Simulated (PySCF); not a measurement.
Bond stretch in SiH (cation, charge +1), singlet.

- UMP2 = PySCF with MP2 on UHF/cc-pVDZ, 5 core orbitals frozen
- UCCSD(T) = CCSD(T) on UHF/cc-pVDZ, 5 core orbitals frozen (PySCF)
- RKS-wB97X-V = restricted wB97X-V/cc-pVDZ (PySCF)

Energies are in kcal/mol, each relative to the lowest point of its own curve near equilibrium.

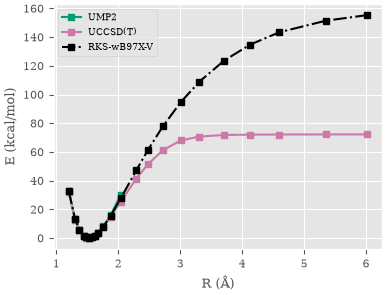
Energy against bond length for each method.

```
R / Å  UMP2  UCCSD(T)  RKS-wB97X-V
-----  ----  --------  -----------
1.20   33.1      31.9         32.9
1.30   13.6      12.9         13.6
1.37    5.9       5.4          5.8
1.44    1.6       1.4          1.6
1.48    0.4       0.3          0.4
1.52    0.0       0.0          0.0
1.58    0.5       0.6          0.5
1.62    1.5       1.6          1.5
1.68    3.8       3.8          3.8
1.76    8.2       7.8          7.9
1.88   16.2      14.9         15.7
2.04   30.3      25.4         27.6
2.29      —      41.3         47.2
2.48      —      51.5         61.4
2.72      —      61.2         77.8
3.01      —      68.0         94.7
3.31      —      70.7        109.0
3.71      —      71.8        123.6
4.13      —      72.0        134.8
4.60      —      72.1        143.4
5.35      —      72.2        151.4
6.02      —      72.2        155.3
```

At the longest distance, 6.02 Å, RKS-wB97X-V lies highest above its minimum (155.3 kcal/mol) and UCCSD(T) lowest (72.2 kcal/mol).

Dashes: no converged value, or the column stops at the first point that the program doubted or that broke a chosen test of continuity, which isn't proof of a fault.

The unrestricted determinant behind UMP2, UCCSD(T) is spin-contaminated at 1.20 to 1.58, 2.04 to 6.02 Å (<S²> up to 1.0, against 0.00 for a pure singlet). At the longest distance RKS-wB97X-V leaves fractional charges on the fragments, a sign of delocalisation error or of the restricted form. The restricted form behind RKS-wB97X-V keeps the bonding electrons paired and can't separate into open-shell fragments.
